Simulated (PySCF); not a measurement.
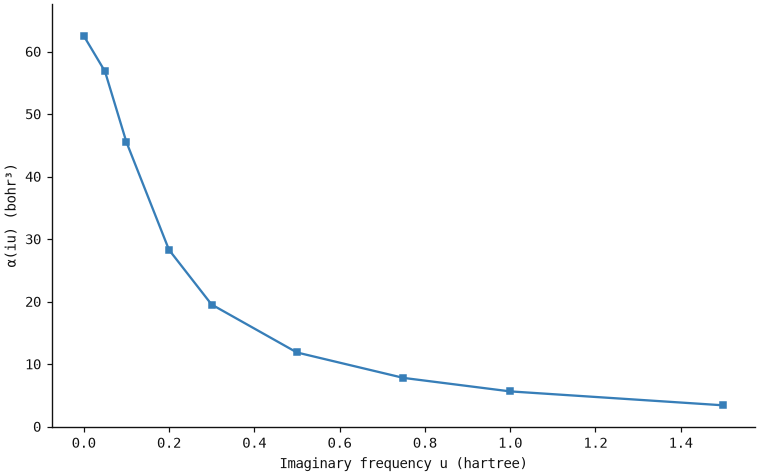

Dipole polarisability at imaginary frequency of an atom or ion with 44 electrons in the configuration [Kr] 4d⁷ 5s. Coupled response at the PBE0 level; PySCF, aug-cc-pVTZ-DK, spin-free X2C-1e, unrestricted single determinants, no spin-orbit coupling.

Question: Which species is it, and what does the curve give?

Answer: Neutral ruthenium. The static dipole polarisability is 62.5 bohr³ (the recommended value is 72.0); α(iu) falls to half of it near u = 0.18 hartree. The Casimir–Polder integral gives C₆ = 575 hartree bohr⁶ for two such species.
